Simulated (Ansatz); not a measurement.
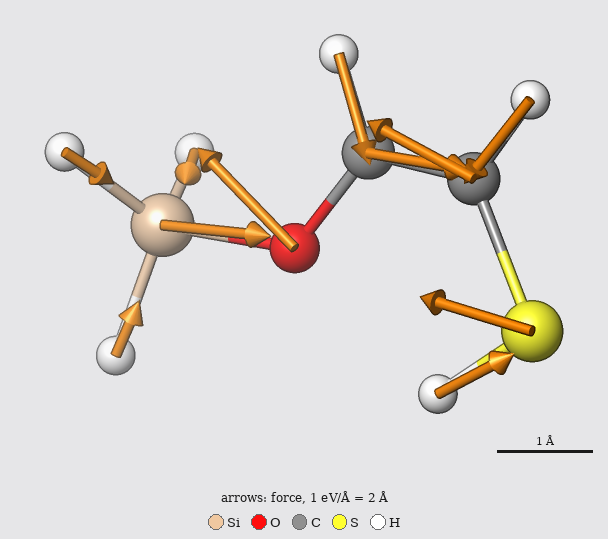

Starting geometry of C2H6OSSi with the computed forces as orange arrows. The picture is a ball-and-stick view, seen from a free direction.

The start comes from PBE-D4/def2-SVP.

Computed with RKS PBE0-D4/def2-TZVP (Ansatz 0.2.0).

Input file:
```yaml
crystal:
  periodic: [false, false, false]
  atoms:
    - {symbol: Si, position_ang: [-1.474833, 0.779336, -1.068240]}
    - {symbol: O, position_ang: [-0.462851, -0.101894, -0.032190]}
    - {symbol: C, position_ang: [0.876025, 0.133128, 0.139132]}
    - {symbol: C, position_ang: [1.625436, -0.624941, 0.970088]}
    - {symbol: S, position_ang: [1.045105, -1.981701, 1.930911]}
    - {symbol: H, position_ang: [-0.997404, 0.667308, -2.491320]}
    - {symbol: H, position_ang: [-1.498278, 2.231096, -0.671129]}
    - {symbol: H, position_ang: [-2.827198, 0.160139, -0.908959]}
    - {symbol: H, position_ang: [1.326863, 0.968528, -0.426176]}
    - {symbol: H, position_ang: [2.696559, -0.404749, 1.081471]}
    - {symbol: H, position_ang: [-0.244025, -1.883451, 1.496912]}
basis:
  gaussian: {orbitals: def2-TZVP}
hamiltonian: {xc: pbe0, dispersion: d4}
relax: {f_tol: 0.005, max_steps: 150}
```

Command:
```bash
ansatz run in.yaml --threads 4 --pin off --events-out ev --progress --plain --max-ram 10444MiB
```

Is this structure relaxed? If not, where do the atoms go?

It isn't relaxed: the largest force vector, on O2, is 0.81 eV/Å. The final displacements follow the starting forces only in part (cosine between the two patterns 0.58). Over 5 geometry steps the energy falls by 1.71 kcal/mol. Largest force component: 0.61 eV/Å at the start, 0.0038 eV/Å at the end. The largest move after the best rigid fit is that of H10, 0.060 Å. By element the largest moves are H 0.060 Å, C 0.038 Å, S 0.032 Å, Si 0.030 Å, O 0.012 Å. Among the contacts that change: Si1–O2 1.695 → 1.656 Å, C3–C4 1.352 → 1.329 Å, S5–H11 1.364 → 1.342 Å, Si1–H6 1.505 → 1.486 Å.
